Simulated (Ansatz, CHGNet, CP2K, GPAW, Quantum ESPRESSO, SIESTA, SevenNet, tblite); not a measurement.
# tblite runs on random packing of B86H14 (at. %) (90 atoms)

How near does tblite come to plane waves for random packing of B86H14 (at. %) (90 atoms)?

Calculated with tblite 0.8.0; the method is named at each step.

## 1. Starting point

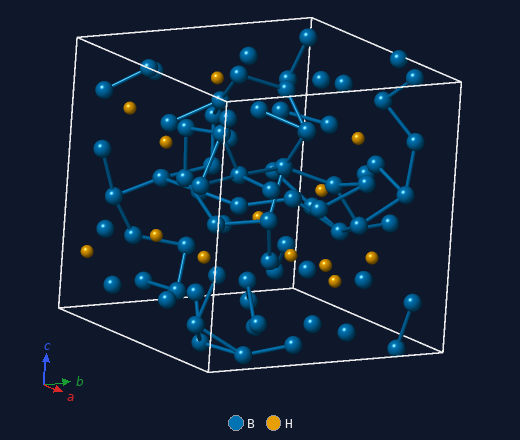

Start, viewed slightly off an axis; boron blue, hydrogen orange. Bonds to atoms that aren't drawn are left out. Some periodic images of atoms are drawn too.

The cell holds 90 atoms: 77 B and 13 H. Its edges and angles: a = 8.907 Å, b = 8.907 Å, c = 8.907 Å, α = 90.0°, β = 90.0°, γ = 90.0°. 90 atoms (77 B, 13 H) packed at random in a cube at 1.99 g/cm³ and pushed apart as soft spheres; a start for melting by ab initio MD, not an equilibrated structure. Then every atom was moved at random, 0.02 Å r.m.s. a Cartesian component (hydrogen 0.6 of that).

The yardstick, on the same geometry:

```
method                 : Kohn-Sham DFT, PBE, SSSP efficiency 1.3.0 pseudopotentials, plane waves (Quantum ESPRESSO 7.5); sssp-pbe-1.3.0-efficiency, cutoffs 45/360 Ry, Γ point
r.m.s. force component : 1.08 eV/Å
longest force          : 4.062 eV/Å
pressure               : -14.72 GPa
time                   : 53 s on 2 MPI ranks of Arm Neoverse V1, shared host
CPU time               : 1.8 min
```

## 2. GFN1-xTB

Method: GFN1-xTB tight binding, diagonalisation.

Contents of run.py:

```python
import numpy as np
from ase.io import read
from tblite.ase import TBLite

atoms = read("structure.xyz")
atoms.calc = TBLite(method="GFN1-xTB", electronic_temperature=580, accuracy=1.0, max_iterations=250, mixer_damping=0.1, verbosity=1)
energy = atoms.get_potential_energy()
forces = atoms.get_forces()
print(f"energy {energy:.6f} eV")
print("forces (eV/A)")
for i, (a, f) in enumerate(zip(atoms, forces)):
    print(f"{i:4d} {a.symbol:2s} {f[0]:10.5f} {f[1]:10.5f} {f[2]:10.5f}")
stress = -atoms.get_stress(voigt=False) * 160.21766
print("stress (GPa, compression positive)")
for row in stress:
    print(" ".join(f"{x:10.4f}" for x in row))
print("charges (e)")
print(np.array2string(atoms.get_charges(), precision=4, suppress_small=True, max_line_width=110, threshold=100000))
```

Contents of structure.xyz:

```xyz
90
Lattice="8.90670 0.00000 0.00000 0.00000 8.90670 0.00000 0.00000 0.00000 8.90670" Properties=species:S:1:pos:R:3 pbc="T T T"
B 7.78775 0.82672 2.86689
B 6.16272 1.72398 4.08283
B 5.98797 7.62503 1.78838
B 0.01496 3.16927 0.66765
B 6.39082 3.71739 2.79697
B 8.56361 0.32305 8.24297
B 5.55457 3.87441 0.42191
B 6.67245 3.82311 5.94602
B 8.10813 7.65433 0.02850
B 7.07459 3.12625 4.32242
B 8.66898 3.96651 5.02436
B 6.42342 1.26644 0.30016
B 5.80138 1.36130 1.79114
B 6.07544 7.73191 5.60205
B 1.54273 2.73658 6.25473
B 1.80218 1.63714 8.20102
B 7.02480 1.13391 7.33039
B 6.08942 6.51792 3.48564
B 4.13262 4.41149 1.55680
B 6.58855 5.08394 8.69739
B 0.21759 2.91240 7.63260
B 3.07718 6.49779 2.32990
B 1.07958 0.46725 7.39292
B 7.76940 8.06858 6.71841
B 3.36566 5.63580 4.89815
B 2.02636 0.66177 1.19519
B 6.20503 8.33997 3.64560
B 6.87882 7.31365 7.92358
B 7.64462 6.20583 4.06911
B 4.31663 6.57573 3.88136
B 6.18597 3.06471 7.75836
B 5.39025 5.09410 4.50572
B 8.39234 5.52011 0.78459
B 1.31294 5.73449 8.19114
B 7.75827 7.83300 4.98579
B 4.51881 3.63669 4.16575
B 5.34651 8.81790 8.81434
B 1.19608 3.93079 2.04525
B 2.07410 0.21287 3.08118
B 8.85789 5.58931 5.77697
B 6.97065 3.04859 0.90385
B 7.25308 0.30826 5.72915
B 5.35934 0.87010 7.13756
B 7.35800 5.34420 5.39782
B 8.65099 7.79354 1.65700
B 1.38223 4.57662 4.67673
B 2.88283 5.34259 0.52995
B 1.87050 3.24872 0.76820
B 1.39532 7.25834 4.36348
B 4.14179 8.65054 4.75164
B 0.54019 5.71534 2.46751
B 4.41648 7.38855 7.88884
B 5.29494 5.51307 6.64404
B 6.92104 1.98138 5.87361
B 4.04035 3.39595 6.29027
B 2.30185 6.45005 6.57243
[... 30 atom lines left out ...]
H 5.40494 5.16384 2.64244
H 2.89486 8.17599 1.49321
H 7.83273 5.82471 7.01759
H 3.72407 4.95017 3.50176
```

Started as:

```console
$ OMP_NUM_THREADS=1 python run.py > output.txt
```

What it wrote:

```text
------------------------------------------------------------
  cycle        total energy    energy error   density error
------------------------------------------------------------
      1     -111.6182124477  -1.1211701E+02   7.5000221E-01
      2     -111.9311510770  -3.1293863E-01   6.7539433E-01
      3     -111.6022846377   3.2886644E-01   2.3399975E-01
      4     -111.8352664803  -2.3298184E-01   7.6959917E-02
      5     -111.9691596361  -1.3389316E-01   2.6935336E-02
      6     -111.9773734480  -8.2138120E-03   1.6572939E-02
      7     -111.9798747069  -2.5012589E-03   4.7960684E-03
      8     -111.9800520148  -1.7730786E-04   2.5650328E-03
      9     -111.9801246213  -7.2606550E-05   1.2168084E-03
     10     -111.9801322150  -7.5936363E-06   6.9537601E-04
     11     -111.9801356054  -3.3904536E-06   2.8245031E-04
     12     -111.9801361953  -5.8990530E-07   1.2362583E-04
     13     -111.9801362516  -5.6257534E-08   7.6227599E-05
     14     -111.9801362723  -2.0686144E-08   3.8839102E-05
     15     -111.9801362763  -4.0475641E-09   2.2718967E-05
     16     -111.9801362775  -1.1652759E-09   1.5094787E-05
------------------------------------------------------------
 total:                                   1.834 sec
energy -3047.134715 eV
forces (eV/A)
   0 B    -0.45742   -1.15019    0.80728
   1 B     0.23375   -0.65241    0.29480
   2 B    -0.83017   -0.28220    0.00101
   3 B    -0.79773   -0.46466   -0.62786
   4 B     0.86934   -0.69161   -0.21190
   5 B    -1.39771    1.38284    0.00336
   6 B    -0.23097    1.33941   -0.90472
   7 B    -0.14870    0.61553    1.07918
   8 B     0.72117    0.78240    2.36264
   9 B     0.15720    0.58913   -1.03647
  10 B    -0.35428   -2.31884   -3.01092
  11 B    -0.80186   -0.61989    0.47193
  12 B    -2.45162    0.81567    1.61853
  13 B    -0.62952   -0.05048   -0.70671
  14 B    -0.19408   -0.17254    0.88838
  15 B     0.56705    0.70308    0.67357
  16 B    -0.73794    0.15654    1.18787
  17 B    -0.00220    0.20886   -1.92634
  18 B     1.03108    0.89179   -2.39095
  19 B     0.91106    1.83742    0.43115
  20 B    -0.98517    0.84394   -0.27196
  21 B     0.41094    0.66609   -0.70499
  22 B     1.28404   -0.34669   -0.45532
  23 B     0.20195   -2.15924    1.31261
[...]
82 H    -0.30753   -1.23995    1.22102
  83 H    -0.10776    0.59106   -0.03812
  84 H     0.05793    1.89172   -0.18716
  85 H     1.11103   -0.20307   -1.03272
  86 H     0.49452   -1.75783   -1.27005
  87 H     0.01979   -0.72971    0.19181
  88 H     0.03857   -0.02450   -0.43397
  89 H    -0.62092   -0.95023   -0.14380
stress (GPa, compression positive)
    1.0096    -4.1562     1.3644
   -4.1562     3.2064    -2.3471
    1.3644    -2.3471     4.0908
charges (e)
[-0.0662 -0.018  -0.0065 -0.0014 -0.0192  0.0393 -0.0379 -0.0146 -0.0516 -0.0136  0.0674  0.036   0.0767
  0.0188  0.0687  0.0141 -0.0157  0.0504 -0.0485 -0.0729 -0.0243  0.0314 -0.0304  0.0163 -0.0192 -0.0608
  0.0499 -0.0771 -0.0854 -0.0022  0.0677  0.1027 -0.0324 -0.0495 -0.0539 -0.0313 -0.0301 -0.0062 -0.052
  0.0341  0.0383  0.0696 -0.0007  0.058   0.009  -0.0245 -0.0061  0.0135  0.0089 -0.057  -0.0848  0.046
 -0.0469  0.0891 -0.0373  0.0025  0.0527 -0.0002 -0.0439  0.0089 -0.0954  0.034   0.0414  0.02    0.0348
  0.083  -0.0633  0.0541  0.0268 -0.0104 -0.023   0.0158  0.0584 -0.019   0.0398  0.022  -0.0165 -0.0771
 -0.0165 -0.0576 -0.0546  0.0025 -0.0742 -0.0131  0.0584  0.0954 -0.0109  0.0193  0.0465  0.0318]
```

The job ended after 2.4 s (1 thread of Arm Neoverse V1, shared host; peak memory 0.11 GiB).

Banners, paths, timers and routine set-up lines are dropped from the logs unmarked, and long logs keep their key lines alone; longer cuts are marked.

Compared with the plane-wave run:

| Property | Result |
| --- | --- |
| r.m.s. force component | 1.165 eV/Å |
| r.m.s. difference of force components | 650.7 meV/Å |
| longest difference of force vectors | 2824 meV/Å |
| force difference over r.m.s. force | 60.27 % |
| slope of forces against the reference's | 0.901 |
| correlation of force components | 0.8347 |
| pressure | 2.769 GPa |
| pressure difference | 17.49 GPa |

Length of the force difference by element (eV/Å):

```
element  atoms  mean  most
      B     77   1.1   2.8
      H     13  0.62   1.1
```

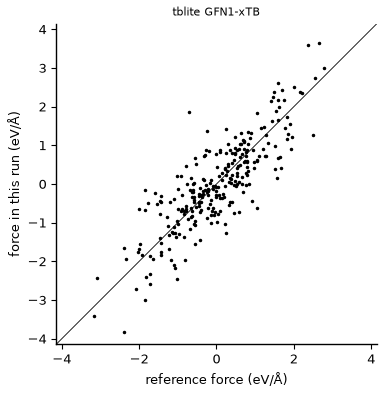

Force components against those of the reference; the line marks equality.

The surroundings of B32, whose charge lies farthest from its element's mean, nearest first, numbered as they follow in the input and with coordinates relative to it.

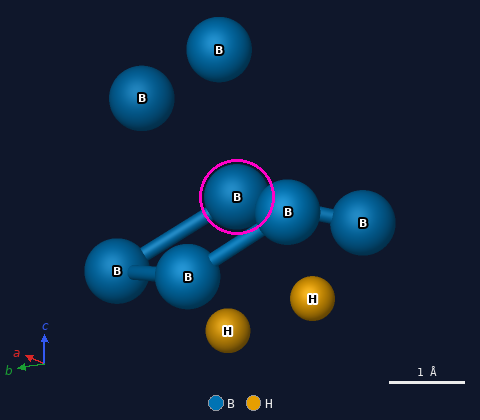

The atoms of the table, within 2.2 Å (arrows a, b, c point along x, y, z); some may hide others; the central atom is ringed.

```
atom      x      y      z  distance (Å)  Mulliken charge (e)     Fx     Fy  Fz (eV/Å)
 B32   0.00   0.00   0.00          0.00                 0.10  -1.06  -0.72       1.46
 B36  -0.87  -1.46  -0.34          1.73                -0.03  -1.56   0.84       0.55
 H87   0.01   0.07  -1.86          1.86                -0.01   0.49  -1.76      -1.27
 B18   0.70   1.42  -1.02          1.89                 0.05   0.00   0.21      -1.93
 B30  -1.07   1.48  -0.62          1.93                 0.00  -2.11   0.45      -1.85
 H90  -1.67  -0.14  -1.00          1.95                 0.03  -0.62  -0.95      -0.14
 B25  -2.02   0.54   0.39          2.13                -0.02  -0.29   0.21      -0.01
 B44   1.97   0.25   0.89          2.17                 0.06  -1.75  -2.43       0.41
 B53  -0.10   0.42   2.14          2.18                -0.05  -1.01   0.20      -0.85
```

Atoms are counted from 1 here, from 0 in the log.

Forces lie 60 % from the reference's, at 0.023 times its CPU time (on 1 against 2 cores).

Further runs of this program without a result: tblite GFN2-xTB (not converged).

## 3. Results

```yaml
force_difference_from_the_reference: tblite GFN1-xTB, 60 %
its_cpu_time: 2.4 s
```

In words: Tight binding differs by 60 % (tblite GFN1-xTB); it is another model, with fitted parameters of its own, and the xTB methods hold dispersion. One electronic-structure run takes under half the reference's CPU time: tblite GFN1-xTB, at 60 % in 2.4 s against 1.8 min, too far off to be of use; its pressure misses by +17.5 GPa. Periodic xTB results under one method name differ between programs and library versions. The reference's pressure holds the uncorrected Pulay stress of its 45 Ry basis, so small pressure differences, and their order, may be the reference's own error. The reference's pressure of -15 GPa belongs to a cell and atoms that aren't relaxed at this level. The electronic-structure runs sample only Γ, in a cell whose shortest periodic width is 9 Å, which is coarse for a cell with partly filled levels.

[Also dropped from logs without a mark: logging warnings of Python, and SIESTA's first energy breakdown and zero terms.]

[Logs are printed without paths, hosts, clocks, repeated set-up lines and the standing remarks that a program may print on its own settings, such as how far it seeks lower states.]

[Hosts, paths, dates, database ids (printed as entryN), source tags and the programs' standing remarks are cut or masked in the printed files.]
